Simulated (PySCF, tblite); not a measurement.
# C₂H₁₀O₂Si₂: geometry, infrared bands and NMR shifts

Aim: predict the infrared bands and NMR shifts of C₂H₁₀O₂Si₂ (`C[SiH2]O[Si@H](C)O`).

The runs use tblite 0.8.0 and PySCF 2.14.0, with density-fitted response routines of our own; the level of theory stands in each step. All values are computed, except where a source is named. Atoms are numbered from 0 throughout.

## Step 1: Starting geometry

16 atoms, charge 0, multiplicity 1; geometry from: force field or distance geometry start.

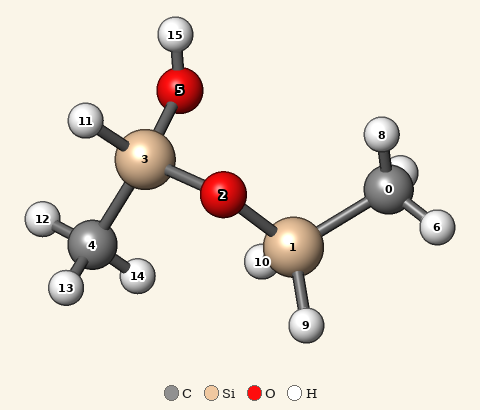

As it starts; carbon grey, silicon light orange, oxygen red, hydrogen white, atoms numbered.

## Step 2: Optimising the geometry with GFN2-xTB

What the job is given:

```
{"job": {"kind": "relax", "xc": "GFN2-xTB", "basis": "xTB"}, "charge": 0, "multiplicity": 1}
C     -2.693600     0.083700     0.539200
Si    -1.122500    -0.867000     0.251400
O     -0.157800    -0.147800    -0.962700
Si     1.242200     0.613300    -0.373300
C      2.305100    -0.613300     0.559700
O      0.797500     1.926300     0.610500
H     -3.531700    -0.629300     0.344000
H     -2.732200     0.532100     1.551800
H     -2.717800     0.873900    -0.235400
H     -1.377500    -2.264600    -0.128800
H     -0.384100    -0.855200     1.520200
H      2.050500     1.112900    -1.488700
H      3.192800    -0.077400     0.918300
H      2.654100    -1.437900    -0.102200
H      1.685300    -1.031400     1.363200
H      0.782100     2.790600     0.156500
```

Launch:

```bash
$ OMP_NUM_THREADS=1 python probes_run.py task.json out
```

The driver reads the jobs from task.json and runs them one after another.

**Question.** This job is followed by: GFN2-xTB harmonic vibrations, gas phase; GIAO PBE0/pcSseg-1 NMR shielding, non-relativistic, gas phase. What will the session give for the following? strongest single infrared mode (GFN2-xTB); zero-point energy (GFN2-xTB); ¹³C shifts against TMS (PBE0/pcSseg-1); ¹H shifts against TMS (PBE0/pcSseg-1, means over atoms taken as alike); ²⁹Si shifts against TMS (PBE0/pcSseg-1); ¹⁷O shifts against H2O (PBE0/pcSseg-1).

**Answer**, as computed:

```
                                                              quantity                                   value
                             strongest single infrared mode (GFN2-xTB)                   1083 cm⁻¹, 797 km/mol
                                          zero-point energy (GFN2-xTB)                           72.7 kcal/mol
                                ¹³C shifts against TMS (PBE0/pcSseg-1)                            0.4, 0.0 ppm
¹H shifts against TMS (PBE0/pcSseg-1, means over atoms taken as alike)  5.24, 5.18, 5.10, 1.95, 0.27, 0.14 ppm
                               ²⁹Si shifts against TMS (PBE0/pcSseg-1)                        -25.9, -27.8 ppm
                                ¹⁷O shifts against H2O (PBE0/pcSseg-1)                          66.2, 57.3 ppm
```

What this shows: Over 127 steps the energy fell by 0.902 eV; of the close pairs, Si1–O2 changed most, 1.709 to 1.619 Å. The lowest mode is slightly imaginary (3i cm⁻¹), a soft motion within the noise of the Hessian, so the minimum is not strictly shown. The strongest single mode, at 1083 cm⁻¹, moves mainly O2. Unscaled tight-binding wavenumbers are off by several per cent, some by more. Its intensities can rank the bands wrongly. At PBE0/pcSseg-1: The largest span, 100 ppm, is at Si1, where the paramagnetic term is -505 ppm.
